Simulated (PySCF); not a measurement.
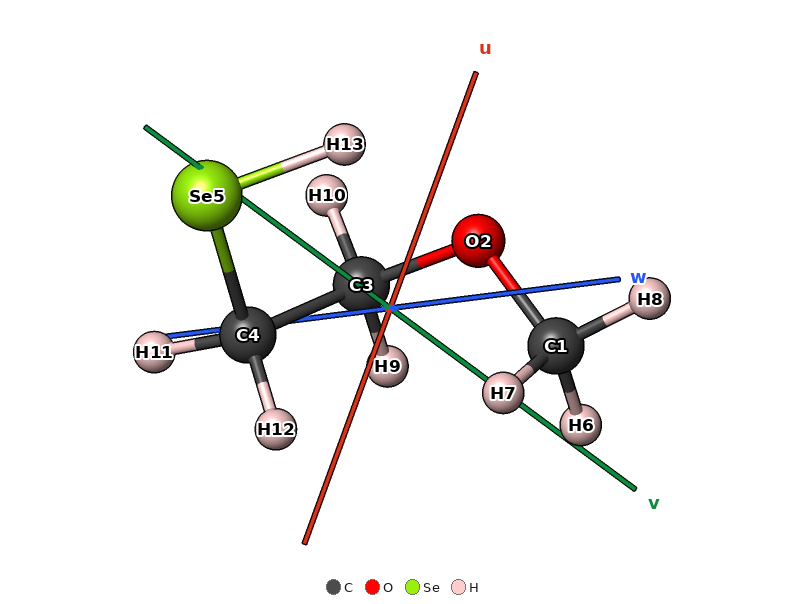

The lines u, v and w are the principal axes of the static dipole polarisability. Computed geometry: GFN2-xTB optimisation. No frequency run is at hand to confirm it as a minimum. Method: PBE0/def2-SVPD (PySCF 2.14.0).

**Along which axis is the molecule most polarisable, and along which least?**

Most along v, least along u.

**Give the three principal values.**

u 62.7, v 81.4, w 69.6 bohr³; mean 71.3, anisotropy 16.3 bohr³.

The geometry is semi-empirical. Around Se such bond lengths and angles can be off by a tenth of an ångström or more and by several degrees, and values that hang on the shape move with them.
